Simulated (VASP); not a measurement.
Shape and ions are relaxed at each volume.

Energy against volume of BN (wurtzite). Method: vdW-DF-cx, VASP's PBE PAW potentials (set 64) (plane waves; VASP).

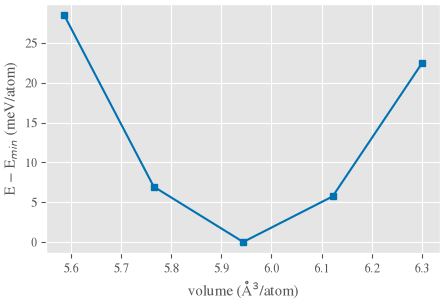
Energy against volume

Estimate the equilibrium volume and the bulk modulus.

The minimum lies near 5.9 Å³/atom, and the curvature gives B0 of about 380 GPa.

Measured: bulk modulus 375 GPa (computed value off by +0.7 %), as given by Equation of state of wurtzitic boron nitride to 66 GPa, Appl. Phys. Lett., doi 10.1063/1.121186. The calculation is for a static lattice, while the measured bulk modulus holds thermal and zero-point effects, which are part of the difference.

The compound is BN in the wurtzite structure, a metastable high-pressure form. It was relaxed first.
